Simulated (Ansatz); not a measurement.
Input file:

```
crystal:
  lattice:
    - [4.219962861, 0.0, 0.0]
    - [0.0, 4.6410043703, 0.0]
    - [0.0, 0.0, 6.8765192941]
  atoms:
    - { symbol: Sc, position: [0.0, 0.0, 0.0] }
    - { symbol: B, position: [0.0, 0.0, 0.5] }
    - { symbol: Sb, position: [0.5, 0.0, 0.5] }
    - { symbol: P, position: [0.5, 0.5, 0.6783145374] }
    - { symbol: P, position: [0.5, 0.5, 0.3216854626] }
    - { symbol: P, position: [0.5, 0.5, 0.0] }
basis:
  ecutwfc: 420
kpoints:
  mp_grid: { grid: [10, 8, 6] }
hamiltonian:
  xc: pbe
scf:
  occupations: { method: gaussian, width: 0.1 }
output:
  forces: true
  stress: true
  eigenvalues: true
  write_density: true
  write_potential: true
  elf: true
  volumetric_format: npy
relax:
  adjacent_minimum: "off"
  f_tol: 0.01
  max_steps: 80
  cell: { stress_tol: 0.05 }
```

Run with:

```sh
ansatz run input.yaml --threads 1 --pin off --max-ram 2560MiB --backend cpu --events-out ev --progress --plain --runs-dir out
```

Below, planes, directions and counts refer to the conventional cell (a = 3.53 Å, b = 4.21 Å, c = 8.66 Å, α = 90.00°, β = 90.00°, γ = 90.00°).

The fields are those of the run's last geometry, not of the input's.

Space group Pmmm; a structure generated by program, which may or may not match a known phase.

The calculation used DFT PBE, scalar-relativistic, plane waves, PAW in Ansatz 0.2.0.

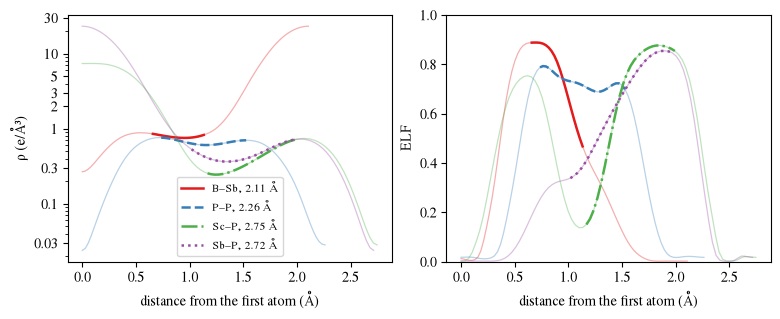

ScBSbP₃. Valence pseudo-density and electron localisation function along straight lines between neighbouring atoms. Thin, pale parts lie inside the atomic spheres.

The density is the valence pseudo-density of a PAW calculation; it isn't the true density close to the nuclei.

Compare the contacts.

Answer. B–Sb (2.11 Å): the density is about 0.78 e/Å³ at the midpoint; the ELF peaks at about 0.90 in the valence shell of B, 0.7 Å from its nucleus, and is about 0.60 at the midpoint.
P–P (2.26 Å): the density is about 0.61 e/Å³ at the midpoint; the ELF peaks at about 0.80 between the atoms.
Sc–P (2.75 Å): the density is about 0.26 e/Å³ at the midpoint; the ELF peaks at about 0.90 in the valence shell of P, 0.9 Å from its nucleus, and is about 0.45 at the midpoint.
Sb–P (2.72 Å): ρ at the midpoint is about 0.37 e/Å³; the ELF peaks at about 0.85 in the valence shell of P, 0.8 Å from its nucleus, and is about 0.55 at the midpoint.
